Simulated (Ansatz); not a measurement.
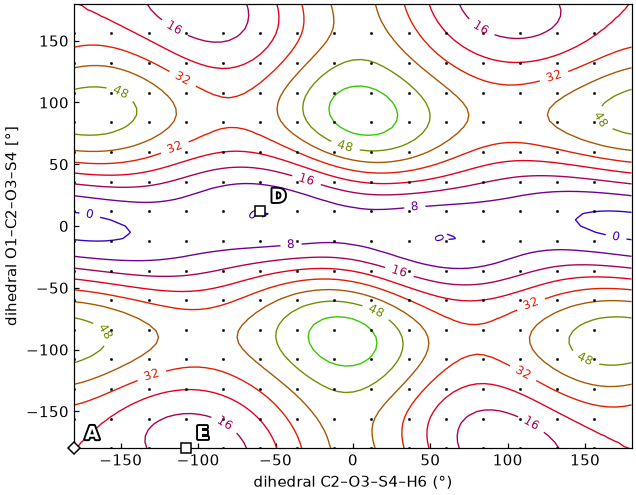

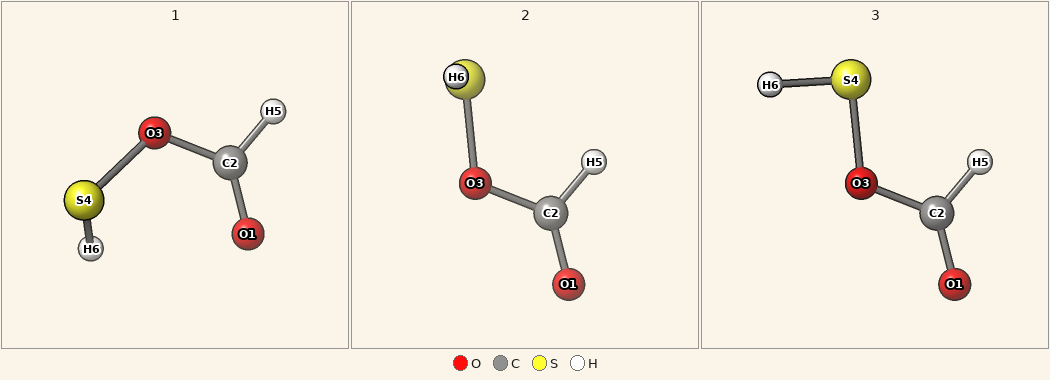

CH2O2S, SMILES O=COS. The first coordinate is: dihedral C2–O3–S4–H6; the second: dihedral O1–C2–O3–S4. Nothing is relaxed (all other coordinates rigid). The grid has 15 × 15 points; 113 points were computed and 112 follow by symmetry. All energies are given in kJ/mol relative to the lowest grid point. These are results of RHF/def2-TZVP in Ansatz, not measurements.

In the figure: contour lines labelled in kJ/mol, dots at the grid points, lettered points. Between grid points the surface is interpolated. The numbered pictures are the structures at these points, in random order.

**Which structure belongs to which point?**

A is structure 3: dihedral C2–O3–S4–H6 = −180°, dihedral O1–C2–O3–S4 = −180°, 24.0 kJ/mol; D is structure 1: dihedral C2–O3–S4–H6 = −60°, dihedral O1–C2–O3–S4 = 12°, 0.0 kJ/mol; E is structure 2: dihedral C2–O3–S4–H6 = −108°, dihedral O1–C2–O3–S4 = −180°, 11.3 kJ/mol.
